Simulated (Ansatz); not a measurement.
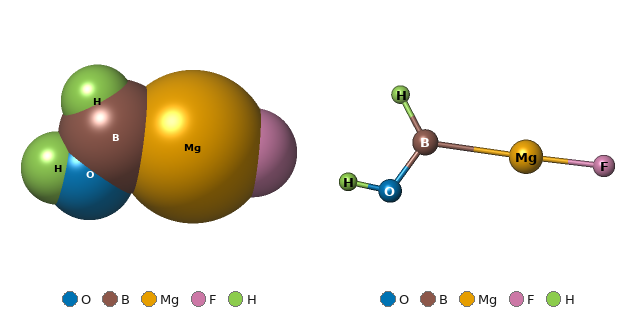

Both panels show the same species.

**Count the atoms of each element.**

BFH2MgO, 6 atoms: 1 boron, 1 fluorine, 2 hydrogen, 1 magnesium and 1 oxygen.

**What is the point group of this geometry?**

Cs.

**How many sets of symmetry-equivalent atoms are there?**

6: 1 O, 1 B, 1 Mg, 1 F, 1 H, 1 H.

More results for the same structure follow; atom numbers are the same in all pictures, views and colours differ. The geometry was computed by an optimisation with PBE0-D4/def2-TZVP. No frequency run is at hand to confirm it as a minimum.

### Electronic properties

No frequency run is at hand to confirm it as a minimum. Properties computed with RKS PBE0-D4/def2-TZVPP (Ansatz 0.2.0).

Computed properties:

- HOMO energy (Kohn–Sham orbital): −6.67 eV
- LUMO energy (Kohn–Sham orbital): −1.37 eV
- HOMO–LUMO gap: 5.30 eV

### Charges

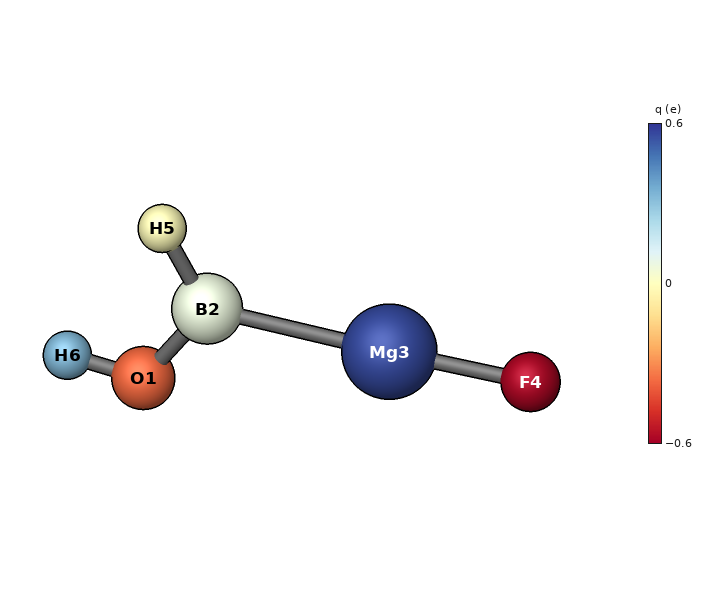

Atoms are coloured by their Mulliken charges. No frequency run is at hand to confirm it as a minimum. Level of theory: RKS PBE0-D4/def2-TZVP (Ansatz 0.2.0).

**Which atom carries the highest charge (most positive or least negative)?**

Mg3 (0.55 e).

**And the lowest?**

F4 (−0.57 e).

Give the Mulliken charges atom by atom.

```csv
atom,value (e)
O1,−0.36
B2,0.07
Mg3,0.55
F4,−0.57
H5,−0.01
H6,0.33
```

### Dipole moment

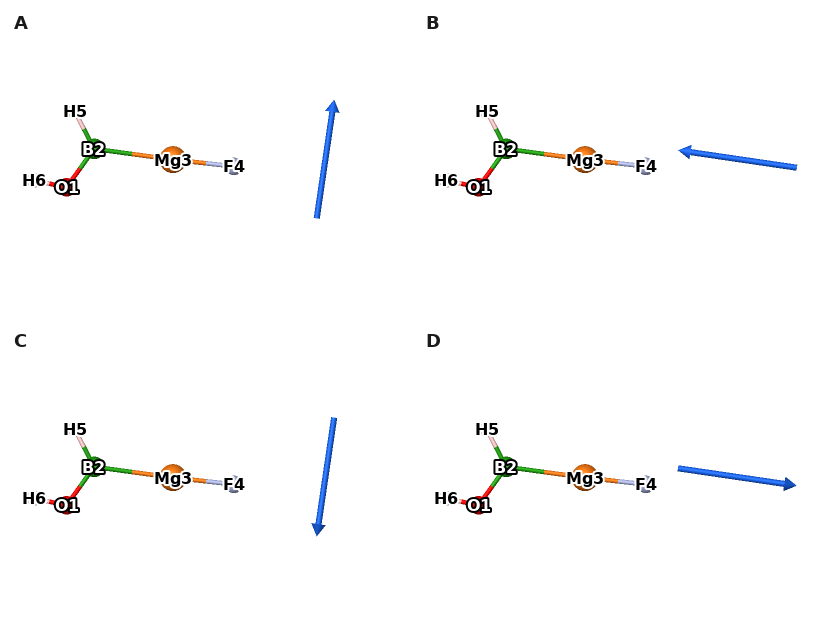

The same molecule four times, each with an arrow. No frequency run is at hand to confirm it as a minimum. Properties computed with RKS PBE0-D4/def2-TZVP (Ansatz 0.2.0).

**Which arrow points along the dipole moment, from the negative to the positive end?**

B. The dipole moment is 3.90 D; it points from the side of F4 to the side of H6 (the outermost atoms at the two ends).

Mulliken values depend strongly on the basis set and can even reverse the polarity of a bond.
